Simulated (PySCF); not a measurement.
# C₄H₅F: NMR shifts at several levels of theory, part 2 of 2

PySCF 2.14.0. Atoms count from 0.

## Step 9: Shielding tensors: wB97X-D/pcSseg-2

What the job is given:

```
{"job": {"kind": "nmr", "xc": "wB97X-D", "basis": "pcSseg-2", "pop": false}, "charge": 0, "multiplicity": 1}
F     -1.186543     1.562402    -0.579914
C     -0.339956     0.664848    -0.072042
C      1.030164     0.324983    -0.504761
C     -0.043730    -0.728135    -0.389898
C     -0.580404    -0.354425     0.969080
H      1.290087     0.623373    -1.527062
H      1.871563     0.348491     0.205595
H     -0.423729    -1.428139    -1.130907
H      0.062437    -0.416328     1.861224
H     -1.632107    -0.606743     1.147510
```

Level: GIAO wB97X-D/pcSseg-2 NMR shielding, non-relativistic, gas phase.

Standard output:

```text
coarse grid: 8536 points
cycle   1  E = -255.1553282733  dE =  1.147e+00  |g| = 4.726e-01  |ddm| = 2.217e+00
cycle   2  E = -255.1619296816  dE = -6.601e-03  |g| = 4.917e-01  |ddm| = 4.799e-01
cycle   3  E = -255.1949850349  dE = -3.306e-02  |g| = 4.816e-02  |ddm| = 2.392e-01
cycle   4  E = -255.1953564842  dE = -3.714e-04  |g| = 2.025e-02  |ddm| = 3.294e-02
cycle   5  E = -255.1954433580  dE = -8.687e-05  |g| = 5.888e-03  |ddm| = 2.193e-02
cycle   6  E = -255.1954512050  dE = -7.847e-06  |g| = 1.349e-03  |ddm| = 5.758e-03
final grid: 83296 points
cycle   7  E = -255.1969864698  dE = -2.535e-04  |g| = 1.004e-02  |ddm| = 5.244e-02
cycle   8  E = -255.1969848520  dE =  1.618e-06  |g| = 1.117e-02  |ddm| = 1.063e-02
cycle   9  E = -255.1970035680  dE = -1.872e-05  |g| = 7.697e-04  |ddm| = 5.461e-03
cycle  10  E = -255.1970036603  dE = -9.239e-08  |g| = 3.762e-04  |ddm| = 9.164e-04
cycle  11  E = -255.1970036909  dE = -3.054e-08  |g| = 5.708e-05  |ddm| = 3.272e-04
cycle  12  E = -255.1970036920  dE = -1.160e-09  |g| = 2.407e-05  |ddm| = 1.135e-04
cycle  13  E = -255.1970036922  dE = -1.698e-10  |g| = 7.950e-06  |ddm| = 4.031e-05
converged SCF energy = -255.1970036922

GIAO shielding tensors (ppm)
atom      isotropic    diamagn.    paramagn.     s11        s22        s33       span
  0 F      445.102     467.373     -22.271    352.917    483.254    499.136    146.219
  1 C      107.972     247.540    -139.568     72.601     74.024    177.291    104.691
  2 C      148.879     248.780     -99.901    139.044    144.605    162.989     23.945
  3 C      177.292     258.167     -80.875    148.283    189.655    193.937     45.654
  4 C      148.896     248.780     -99.885    139.076    144.514    163.097     24.022
  5 H       29.110      29.723      -0.613     24.697     25.702     36.932     12.235
  6 H       30.248      30.230       0.018     25.375     27.055     38.313     12.938
  7 H       29.369      31.662      -2.293     23.729     27.198     37.181     13.452
  8 H       30.249      30.237       0.012     25.376     27.054     38.316     12.941
  9 H       29.113      29.737      -0.623     24.706     25.700     36.934     12.229
```

Run time: 27 s. Hardware: 1 thread of Arm Neoverse V1, shared host; peak memory 1.1 GiB.

Key values: δ C1 76.4, C2 35.5, C3 7.1, F0 -258.7, H5 2.24, H7 1.99 ppm (means over like atoms).

## Step 10: NMR shieldings: LC-wPBE/pcSseg-2

Same as in step 9 but for these lines:

```diff
@@ -1,2 +1,2 @@
-{"job": {"kind": "nmr", "xc": "wB97X-D", "basis": "pcSseg-2", "pop": false}, "charge": 0, "multiplicity": 1}
+{"job": {"kind": "nmr", "xc": "LC-wPBE", "basis": "pcSseg-2", "pop": false}, "charge": 0, "multiplicity": 1}
 F     -1.186543     1.562402    -0.579914
```

With the program's defaults for keys left out, this is: GIAO LC-wPBE/pcSseg-2 NMR shielding, non-relativistic, gas phase.

Standard output:

```text
coarse grid: 8536 points
cycle   1  E = -255.0825723292  dE =  1.270e+00  |g| = 4.913e-01  |ddm| = 2.192e+00
cycle   2  E = -255.0962016067  dE = -1.363e-02  |g| = 4.909e-01  |ddm| = 4.636e-01
cycle   3  E = -255.1288618943  dE = -3.266e-02  |g| = 5.018e-02  |ddm| = 2.357e-01
cycle   4  E = -255.1293558043  dE = -4.939e-04  |g| = 1.864e-02  |ddm| = 4.425e-02
cycle   5  E = -255.1294296366  dE = -7.383e-05  |g| = 7.111e-03  |ddm| = 2.181e-02
cycle   6  E = -255.1294411055  dE = -1.147e-05  |g| = 9.302e-04  |ddm| = 6.585e-03
cycle   7  E = -255.1294416820  dE = -5.765e-07  |g| = 4.645e-04  |ddm| = 2.167e-03
final grid: 83296 points
cycle   8  E = -255.1313327696  dE = -1.172e-04  |g| = 8.549e-03  |ddm| = 4.200e-02
cycle   9  E = -255.1313319124  dE =  8.572e-07  |g| = 9.579e-03  |ddm| = 8.073e-03
cycle  10  E = -255.1313448721  dE = -1.296e-05  |g| = 4.898e-04  |ddm| = 4.128e-03
cycle  11  E = -255.1313449182  dE = -4.605e-08  |g| = 2.463e-04  |ddm| = 6.994e-04
cycle  12  E = -255.1313449324  dE = -1.418e-08  |g| = 2.972e-05  |ddm| = 2.067e-04
cycle  13  E = -255.1313449328  dE = -4.892e-10  |g| = 8.340e-06  |ddm| = 9.584e-05
converged SCF energy = -255.1313449328

GIAO shielding tensors (ppm)
atom      isotropic    diamagn.    paramagn.     s11        s22        s33       span
  0 F      451.032     466.743     -15.711    359.207    488.350    505.538    146.331
  1 C      110.220     247.222    -137.002     74.871     77.608    178.181    103.310
  2 C      152.772     247.506     -94.734    141.654    149.791    166.872     25.219
  3 C      179.973     257.261     -77.288    153.135    191.540    195.244     42.109
  4 C      152.782     247.499     -94.718    141.649    149.730    166.966     25.317
  5 H       29.076      29.875      -0.799     24.545     25.549     37.136     12.592
  6 H       30.207      30.291      -0.084     25.222     26.978     38.421     13.199
  7 H       29.242      31.563      -2.321     23.542     26.908     37.278     13.736
  8 H       30.208      30.298      -0.089     25.223     26.977     38.424     13.201
  9 H       29.079      29.886      -0.807     24.553     25.545     37.138     12.586
```

It took 38 s on 1 thread of Arm Neoverse V1, shared host; peak memory 0.88 GiB.

This run: δ C1 78.1, C2 35.5, C3 8.3, F0 -247.4, H5 2.24, H7 2.07 ppm (means over like atoms).

## Step 11: Shielding tensors: PBE0/STO-3G

Same as in step 10 but for these lines:

```diff
@@ -1,2 +1,2 @@
-{"job": {"kind": "nmr", "xc": "LC-wPBE", "basis": "pcSseg-2", "pop": false}, "charge": 0, "multiplicity": 1}
+{"job": {"kind": "nmr", "xc": "PBE0", "basis": "STO-3G", "pop": true}, "charge": 0, "multiplicity": 1}
 F     -1.186543     1.562402    -0.579914
```

Method: GIAO PBE0/STO-3G NMR shielding, non-relativistic, gas phase.

Standard output:

```text
coarse grid: 8536 points
cycle   1  E = -251.5734776932  dE =  1.048e+00  |g| = 3.393e-01  |ddm| = 4.183e+00
cycle   2  E = -251.5815384489  dE = -8.061e-03  |g| = 3.436e-01  |ddm| = 9.401e-01
cycle   3  E = -251.6158800337  dE = -3.434e-02  |g| = 2.015e-02  |ddm| = 4.444e-01
cycle   4  E = -251.6160174172  dE = -1.374e-04  |g| = 6.962e-03  |ddm| = 4.214e-02
cycle   5  E = -251.6160309844  dE = -1.357e-05  |g| = 3.197e-03  |ddm| = 1.327e-02
cycle   6  E = -251.6160341724  dE = -3.188e-06  |g| = 2.872e-04  |ddm| = 4.720e-03
final grid: 83296 points
cycle   7  E = -251.5900138339  dE = -5.328e-06  |g| = 2.986e-03  |ddm| = 1.073e-02
cycle   8  E = -251.5900145247  dE = -6.908e-07  |g| = 2.626e-03  |ddm| = 7.759e-03
cycle   9  E = -251.5900167179  dE = -2.193e-06  |g| = 1.297e-04  |ddm| = 3.722e-03
cycle  10  E = -251.5900167250  dE = -7.115e-09  |g| = 8.556e-06  |ddm| = 2.516e-04
cycle  11  E = -251.5900167250  dE = -1.836e-11  |g| = 6.145e-06  |ddm| = 2.076e-05
converged SCF energy = -251.5900167250

GIAO shielding tensors (ppm)
atom      isotropic    diamagn.    paramagn.     s11        s22        s33       span
  0 F      467.861     452.509      15.352    393.143    500.872    509.567    116.425
  1 C      184.907     259.193     -74.286    154.067    165.301    235.354     81.287
  2 C      205.115     252.670     -47.556    194.139    203.821    217.384     23.245
  3 C      223.981     257.349     -33.368    190.669    237.941    243.333     52.664
  4 C      205.121     252.659     -47.538    194.193    203.784    217.387     23.194
  5 H       31.036      30.846       0.190     25.804     27.007     40.297     14.494
  6 H       31.548      31.336       0.213     25.964     28.557     40.125     14.161
  7 H       31.462      31.202       0.260     25.805     27.889     40.692     14.887
  8 H       31.550      31.342       0.207     25.963     28.556     40.130     14.167
  9 H       31.036      30.855       0.181     25.801     27.010     40.296     14.496
```

Run time: 1.9 s. Hardware: 1 thread of Arm Neoverse V1, shared host; peak memory 0.43 GiB.

This run: δ C1 49.8, C2 29.6, C3 10.7, F0 -163.5, H5 1.57, H7 1.14 ppm (means over like atoms).

## Step 12: Shielding tensors: PBE0/6-31G

Same as in step 11 but for these lines:

```diff
@@ -1,2 +1,2 @@
-{"job": {"kind": "nmr", "xc": "PBE0", "basis": "STO-3G", "pop": true}, "charge": 0, "multiplicity": 1}
+{"job": {"kind": "nmr", "xc": "PBE0", "basis": "6-31G", "pop": true}, "charge": 0, "multiplicity": 1}
 F     -1.186543     1.562402    -0.579914
```

Method: GIAO PBE0/6-31G NMR shielding, non-relativistic, gas phase.

Standard output:

```text
coarse grid: 8536 points
cycle   1  E = -254.8073219477  dE =  1.025e+00  |g| = 4.432e-01  |ddm| = 3.189e+00
cycle   2  E = -254.7891216473  dE =  1.820e-02  |g| = 5.759e-01  |ddm| = 1.019e+00
cycle   3  E = -254.8479905399  dE = -5.887e-02  |g| = 4.236e-02  |ddm| = 5.321e-01
cycle   4  E = -254.8483797986  dE = -3.893e-04  |g| = 1.783e-02  |ddm| = 6.905e-02
cycle   5  E = -254.8484576921  dE = -7.789e-05  |g| = 3.569e-03  |ddm| = 2.312e-02
cycle   6  E = -254.8484605661  dE = -2.874e-06  |g| = 1.083e-03  |ddm| = 5.820e-03
final grid: 83296 points
cycle   7  E = -254.8190153866  dE = -7.935e-06  |g| = 7.449e-03  |ddm| = 1.656e-02
cycle   8  E = -254.8190055576  dE =  9.829e-06  |g| = 1.045e-02  |ddm| = 1.875e-02
cycle   9  E = -254.8190279899  dE = -2.243e-05  |g| = 8.278e-04  |ddm| = 1.120e-02
cycle  10  E = -254.8190281400  dE = -1.501e-07  |g| = 4.873e-05  |ddm| = 1.003e-03
cycle  11  E = -254.8190281402  dE = -1.840e-10  |g| = 4.271e-05  |ddm| = 9.900e-05
cycle  12  E = -254.8190281406  dE = -4.464e-10  |g| = 3.807e-06  |ddm| = 4.596e-05
converged SCF energy = -254.8190281406

GIAO shielding tensors (ppm)
atom      isotropic    diamagn.    paramagn.     s11        s22        s33       span
  0 F      447.651     468.937     -21.285    362.724    482.753    497.477    134.754
  1 C      133.900     245.797    -111.897     98.529    104.164    199.006    100.477
  2 C      166.992     255.193     -88.200    157.159    163.727    180.091     22.932
  3 C      192.726     256.066     -63.341    164.731    204.789    208.657     43.926
  4 C      166.992     255.156     -88.163    157.135    163.686    180.155     23.020
  5 H       30.505      30.514      -0.009     26.119     27.078     38.319     12.200
  6 H       30.961      29.941       1.020     26.080     27.975     38.829     12.749
  7 H       30.579      30.321       0.259     25.521     27.988     38.229     12.708
  8 H       30.962      29.940       1.022     26.081     27.974     38.831     12.751
  9 H       30.507      30.511      -0.003     26.129     27.072     38.321     12.191
```

It took 3.5 s on 1 thread of Arm Neoverse V1, shared host; peak memory 0.43 GiB.

This run: δ C1 65.6, C2 32.5, C3 6.8, F0 -270.3, H5 2.11, H7 2.03 ppm (means over like atoms).

## Step 13: Run by run: NMR shifts

Shifts (ppm), means over like atoms, with basis size and wall time:

```
               run    C1    C2    C3    H5    H7    H6      F0  functions   time
     PBE0/pcSseg-2  76.2  35.6   6.9  2.28  1.94  1.10  -265.6        250   21 s
 mPW1PW91/pcSseg-2  76.3  35.6   7.0  2.28  1.94  1.11  -264.3        250   21 s
     WP04/pcSseg-2  79.2  36.1   8.4  2.28  2.02  1.16  -254.6        250   22 s
    B97-2/pcSseg-2  75.5  35.1   6.6  2.30  1.92  1.11  -262.7        250   20 s
BHandHLYP/pcSseg-2  72.4  34.0   5.2  2.26  1.98  1.09  -250.0        250   21 s
CAM-B3LYP/pcSseg-2  77.3  35.4   7.2  2.27  2.01  1.12  -259.0        250   28 s
  wB97X-D/pcSseg-2  76.4  35.5   7.1  2.24  1.99  1.11  -258.7        250   27 s
  LC-wPBE/pcSseg-2  78.1  35.5   8.3  2.24  2.07  1.11  -247.4        250   38 s
       PBE0/STO-3G  49.8  29.6  10.7  1.57  1.14  1.06  -163.5         30  1.9 s
        PBE0/6-31G  65.6  32.5   6.8  2.11  2.03  1.65  -270.3         55  3.5 s
```

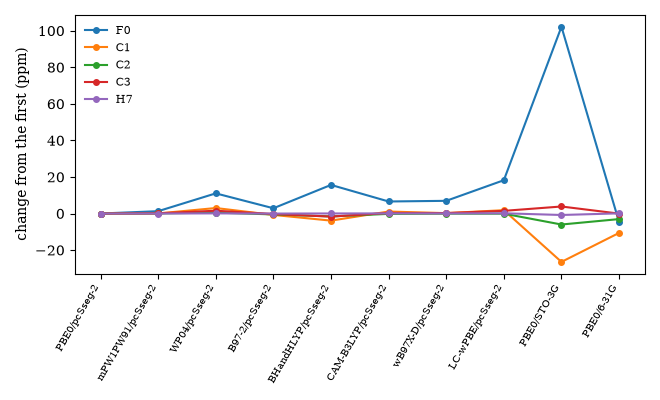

How five of the tabulated atoms move from run to run.

## Step 14: Summary of results

The summary covers parts 1 to 2.

```
                                                               quantity                                             value
                                                            point group                                                Cs
                                   rotational constants (main isotopes)                              8.86, 5.80, 4.33 GHz
13C shifts against TMS (PBE0/pcSseg-2, means over atoms taken as alike)                               76.2, 35.6, 6.9 ppm
 1H shifts against TMS (PBE0/pcSseg-2, means over atoms taken as alike)                              2.28, 1.94, 1.10 ppm
                               19F shifts against CFCl3 (PBE0/pcSseg-2)                                        -265.6 ppm
                                               range of the shift of F0                              -270.3 to -163.5 ppm
                                          property runs in this session  10, of which 0 failed and 1 gave unsound results
```

**Reading.** Single values in the summary come from the first run of each kind that ended normally (PBE0/pcSseg-2), which need not be the best level. Relaxing lowered the energy by 0.087 eV in 8 steps; the close pair that moved most is C2–C3, from 1.465 to 1.508 Å. C1 (three-membered-ring carbon bearing a halogen) lies farthest downfield among carbon, at 76.2 ppm; pulled downfield by the heteroatom. At PBE0/pcSseg-2: The largest span, 145 ppm, is at F0, where the paramagnetic term is -26 ppm. In ppm, F0 moves most: its shift spreads over 106.8 ppm, from -270.3 (PBE0/6-31G) to -163.5 (PBE0/STO-3G). A minimal basis is unusable for shieldings, so that end is no result. Most of that comes from the computed reference, not from the atom's own shielding.
